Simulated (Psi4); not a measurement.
**H2S2 (SMILES SS) at MP2/def2-TZVPP**

Aim: the vertical ionisation energy of H2S2 at MP2/def2-TZVPP, from 2 runs. 

The results are computed with Psi4 1.11.

1 further run of the same task is left out (set aside as unsound or not needed).

### 1 The molecule

The species is H2S2 (4 atoms), meant as a singlet with charge 0. As SMILES, `SS`. The shape is that of a PBE0-D4/def2-TZVP optimisation.

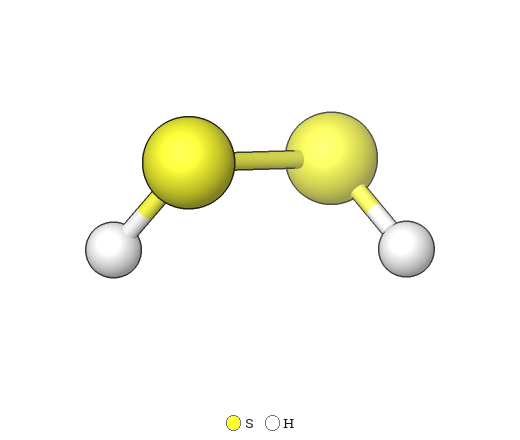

The structure, seen from a chosen angle (sulfur yellow, hydrogen white).

### 2 The energy at MP2/def2-TZVPP

Input file job.dat:

```
memory 2200 MB

molecule {
  0 1
  S      0.784480    -0.789210     0.166690
  S      0.060220     1.121560     0.067360
  H     -0.225420    -1.352590     0.856880
  H     -0.619290     1.020250    -1.090950
  symmetry c1
}

set {
  basis def2-TZVPP
  puream true
  e_convergence 1e-09
  d_convergence 1e-08
  scf_type pk
  num_frozen_docc 10
  mp2_type conv
}

energy_value = energy('mp2')
```

The run is started by

```bash
$ psi4 -i job.dat -o job.out -n 1
```

job.out (excerpt; [...] marks lines left out):

```text
[...]
  Running in c1 symmetry.
[...]
  Nuclear repulsion =   85.443143382187586
[...]
  Multiplicity = 1
[...]
  Nalpha       = 17
  Nbeta        = 17
[...]
    Number of basis functions: 112
[...]
   @RHF iter   1:  -796.21154227221632   -2.48395e-01   2.62936e-03 ADIIS/DIIS
[...]
   @RHF iter  12:  -796.25025094063494   -2.84217e-12   2.63288e-09 DIIS
[...]
    Orbital Energies [Eh]
    ---------------------
    Doubly Occupied:
       1A    -91.985088     2A    -91.985085     3A     -8.988142
       4A     -8.987944     5A     -6.669394     6A     -6.669073
       7A     -6.668355     8A     -6.668225     9A     -6.667470
      10A     -6.667470    11A     -1.059249    12A     -0.882861
      13A     -0.599084    14A     -0.550823    15A     -0.480225
      16A     -0.383752    17A     -0.381527
[...]
  @RHF Final Energy:  -796.25025094063494
   => Energetics <=
    Nuclear Repulsion Energy =             85.4431433821875856
    One-Electron Energy =               -1270.7992529318951256
    Two-Electron Energy =                 389.1058586090725839
    Total Energy =                       -796.2502509406349418
[...]
 Multipole Moments:
 ------------------------------------------------------------------------------------
     Multipole            Electronic (a.u.)      Nuclear  (a.u.)        Total (a.u.)
 ------------------------------------------------------------------------------------
 L = 1.  Multiply by 2.5417464519 to convert [e a0] to [Debye]
 Dipole X            :          1.0750460           -1.5340099           -0.4589639
 Dipole Y            :          0.4229708           -0.6035486           -0.1805778
 Dipole Z            :          0.2978874           -0.4250601           -0.1271727
 Magnitude           :                                                    0.5093418
[...]
	SCS-MP2 Total Energy (a.u.)        :  -796.60868781854322
	SOS-MP2 Total Energy (a.u.)        :  -796.58159376268225
	SCSN-MP2 Total Energy (a.u.)       :  -796.39330755558126
[...]
	SOS-PI-MP2 Total Energy (a.u.)     :  -796.63681756635674
[...]
	MP2 Total Energy (a.u.)            :  -796.60765212659089
[...]
```

It took 7.5 s on 1 thread of AMD EPYC 9R45 (Zen 5), shared host; peak memory 0.82 GiB.

### 3 The doublet cation at the same level

Input file h2s2.dat:

```
memory 2200 MB

molecule mol {
  1 2
  S      0.784480    -0.789210     0.166690
  S      0.060220     1.121560     0.067360
  H     -0.225420    -1.352590     0.856880
  H     -0.619290     1.020250    -1.090950
  symmetry c1
  no_reorient
  no_com
}

set {
  basis def2-TZVPP
  reference uhf
  puream true
  e_convergence 1e-09
  d_convergence 1e-08
  scf_type pk
  num_frozen_docc 10
  mp2_type conv
  maxiter 100
}

result, w = energy('mp2', return_wfn=True)
```

The run is started by

```bash
$ psi4 h2s2.dat h2s2.out -n 1
```

h2s2.out (excerpt; [...] marks lines left out):

```text
[...]
  Running in c1 symmetry.
[...]
  Nuclear repulsion =   85.443143382187571
[...]
  Multiplicity = 2
[...]
  Nalpha       = 17
  Nbeta        = 16
[...]
    Number of basis functions: 112
[...]
   @UHF iter   1:  -795.84169656703102    1.21480e-01   2.73383e-03 ADIIS/DIIS
[...]
   @UHF iter  23:  -795.90524559068660   -1.52340e-11   6.09473e-09 DIIS
[...]
   @S^2 Observed:                8.135341729E-01
[...]
  @UHF Final Energy:  -795.90524559068660
   => Energetics <=
    Nuclear Repulsion Energy =             85.4431433821875714
    One-Electron Energy =               -1260.9125540324655503
    Two-Electron Energy =                 379.5641650595913461
    Total Energy =                       -795.9052455906866044
  UHF NO Occupations:
  HONO-2 :   15  A 1.9965313
  HONO-1 :   16  A 1.9739659
[...]
 Multipole Moments:
 ------------------------------------------------------------------------------------
     Multipole            Electronic (a.u.)      Nuclear  (a.u.)        Total (a.u.)
 ------------------------------------------------------------------------------------
 L = 1.  Multiply by 2.5417464519 to convert [e a0] to [Debye]
 Dipole X            :        -23.8969900           23.9437560            0.0467660
 Dipole Y            :         -9.4023751            9.4207761            0.0184010
 Dipole Z            :         -6.6213690            6.6343182            0.0129492
 Magnitude           :                                                    0.0518973
[...]
	SCS-MP2 Total Energy (a.u.)        :  -796.23752898707266
	SOS-MP2 Total Energy (a.u.)        :  -796.21256599094761
	SCSN-MP2 Total Energy (a.u.)       :  -796.03705021022643
[...]
	SOS-PI-MP2 Total Energy (a.u.)     :  -796.26378605765774
[...]
	MP2 Total Energy (a.u.)            :  -796.23623491261230
[...]
```

Wall time 11 s (1 thread of AMD EPYC 9R45 (Zen 5), shared host); peak memory 0.82 GiB.

### 4 What came out

Level: MP2/def2-TZVPP, 10 core orbitals frozen.

| quantity | value |
| --- | --- |
| singlet H2S2: total energy | -796.60765 Eh |
| singlet H2S2: HOMO energy (Hartree–Fock orbitals) | -10.38 eV |
| singlet H2S2: LUMO energy (Hartree–Fock orbitals) | 2.87 eV |
| singlet H2S2: HOMO–LUMO gap (Hartree–Fock orbitals) | 13.25 eV |
| singlet H2S2: correlation energy (10 core orbitals frozen) | -357.4 mEh |
| doublet cation: total energy | -796.23623 Eh |
| doublet cation: HOMO energy (Hartree–Fock orbitals) (highest over α and β) | -16.28 eV |
| doublet cation: LUMO energy (Hartree–Fock orbitals) (lowest over α and β) | -8.40 eV |
| doublet cation: correlation energy (10 core orbitals frozen) | -331.0 mEh |
| doublet cation: ⟨S²⟩ of the reference determinant | 0.814 |
| vertical ionisation energy (to the doublet cation) | 10.107 eV |

What this shows: The vertical ionisation energy comes to 10.11 eV (975 kJ/mol).
